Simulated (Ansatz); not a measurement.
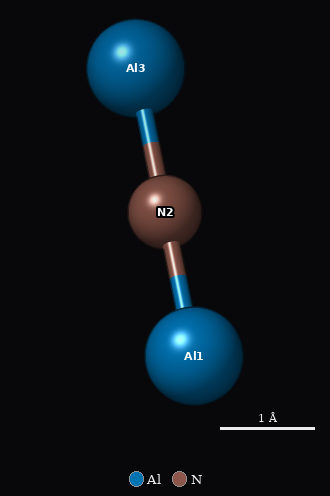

**Figure 1.** The structure (ball-and-stick view, seen at an oblique angle; atoms are numbered from 1 in the order of the input). Sticks mark near contacts.

**Al$_{2}$N: one change and its effect**

System: Al$_{2}$N, multiplicity 2, SMILES [Al][N]=[Al].
Method of the first run: UKS PBE-D4/def2-SVP (Ansatz 0.2.0).

The geometry comes from this level: PBE0-D4/def2-TZVPP. Text and figures count atoms from 1; the logs count them from 0 in places.

## Input file, the first run
```yaml
crystal:
  periodic: [false, false, false]
  atoms:
    - { symbol: Al, position_ang: [0.0, 0.0, -1.71338338] }
    - { symbol: "N", position_ang: [0.0, 0.0, 3.17e-06] }
    - { symbol: Al, position_ang: [0.0, 0.0, 1.71339021] }
magnetization:
  spin_polarized: true
  initial_magnetization: 1
basis:
  gaussian: { orbitals: def2-SVP }
hamiltonian:
  xc: pbe
  dispersion: d4
```

Launched with:
```bash
ansatz run input.yaml --threads 2 --pin off --max-ram 5120MiB --backend cpu --events-out ev --progress --plain --runs-dir out
```

Hardware: 2 threads of Intel Xeon (Sapphire Rapids), 64 GiB of memory available, shared host.

## Output (the first run)
```
Engine: ansatz 0.2.0, x86_64-unknown-linux-gnu
Functional definition: PBE
  parameter kappa = 0.804
  parameter beta = 0.06672455060314922
  exchange = pbe_x(kappa = kappa, mu = beta*pi^2/3)
  correlation = pbe_c(beta = beta)
558 factors; their error is unknown
mean field evaluation 1: about -14649.1997 eV, gradient 6.3e1 eV
mean field evaluation 2: about -14504.8993 eV, gradient 1.1e2 eV
mean field evaluation 4: about -14668.1986 eV, gradient 7.6e0 eV
mean field evaluation 8: about -14668.4625 eV, gradient 7.1e-1 eV
mean field evaluation 16: about -14668.4324 eV, gradient 2.0e-4 eV
mean field evaluation 32: about -14667.2835 eV, gradient 8.4e-1 eV
mean field -14668.43235305 eV, -539.0549463541 hartree, gradient 9.2e-6 eV, S^2 0.753720; 6 other end points of the search recorded, 0 dependent functions left out
reference -14668.43238162 eV, -539.0549474039 hartree; 17, 16 occupied and 33, 34 virtual orbitals, 558 factors
Total energy: -14668.55121955 eV, -539.0593146174 hartree
```

For the second run the input was changed thus:
```diff
-  xc: pbe
+  xc: pbe0
```

How does the second run compare with the first run?

The total energies belong to different methods, so their difference says nothing on which is more stable or more accurate. The functional changes from PBE to PBE0.

## Output (the second run)
```
Engine: ansatz 0.2.0, x86_64-unknown-linux-gnu
Functional definition: PBE0
  parameter a = 0.25
  parameter kappa = 0.804
  parameter beta = 0.06672455060314922
  exchange = (1 - a)*pbe_x(kappa = kappa, mu = beta*pi^2/3) + a*exact_x
  correlation = pbe_c(beta = beta)
456 factors; integrals over basis functions are off by at most 5.0e-4 eV
mean field evaluation 1: about -14654.7847 eV, gradient 5.5e1 eV
mean field evaluation 2: about -14548.0977 eV, gradient 1.0e2 eV
mean field evaluation 4: about -14668.9760 eV, gradient 7.8e0 eV
mean field evaluation 8: about -14669.2865 eV, gradient 4.8e-1 eV
mean field evaluation 16: about -14669.2878 eV, gradient 2.3e-4 eV
mean field -14669.28784924 eV, -539.0863852591 hartree, gradient 2.4e-5 eV, S^2 0.758991; 1 other end points of the search recorded, 0 dependent functions left out
reference -14669.28787082 eV, -539.0863860521 hartree; 17, 16 occupied and 33, 34 virtual orbitals, 456 factors
Total energy: -14669.38836513 eV, -539.0900791499 hartree
```

## The two runs side by side

```tsv
quantity	the first run	the second run
outcome	converged	converged
total energy (hartree)	−539.059315	−539.090079
⟨S²⟩	0.754	0.759
basis functions	50	50
wall time (shared host)	2.4 s	0.78 s
```
